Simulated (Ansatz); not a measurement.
One stationary structure of PbSe. Space group Fm-3m (No. 225), rock salt type. Level of theory: PBEsol (plane waves to 420 eV, PAW, scalar-relativistic; Ansatz, an electronic-structure program).

Space group Fm-3m (No. 225); a = b = c = 6.1027 Å, α = β = γ = 90.00°

```csv
atom,site,symmetry,x,y,z
Se,4a,m-3m,0.0000,0.0000,0.0000
Pb,4b,m-3m,0.5000,0.5000,0.5000
```
(The calculation used a cell of 2 atoms; values per cell refer to that cell.)

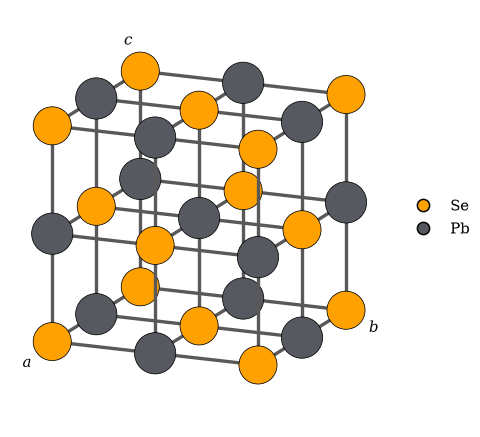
Figure. The conventional cell of the relaxed structure

* **Volume per atom**: 28.41 Å³
* **Band gap**: 0.17 eV, direct at L (no spin-orbit coupling)
* **Shortest distances**: Pb–Se 3.05 Å
* **k-mesh**: 13×13×13

Band energies at high-symmetry points (eV from the VBM; labels of this space group; no spin-orbit coupling), from −5 eV up to 1.3 eV:

```json
[
 {"point": "Γ", "energies": "-1.92 -1.92 -1.92"},
 {"point": "X", "energies": "-3.31 -3.31"},
 {"point": "U", "energies": "-4.69 -2.80 -2.46"},
 {"point": "K", "energies": "-4.69 -2.80 -2.46"},
 {"point": "L", "energies": "-1.51 -1.51 0.00 0.17"},
 {"point": "W", "energies": "-4.34 -4.34 -0.81"}
]
```

No spin polarisation in the result. Without spin-orbit coupling the bands of the heavy element are not split, so the gap can be far off.

The run could not lose the symmetry of its start; a randomly shaken copy of 4 atoms returns to this structure.
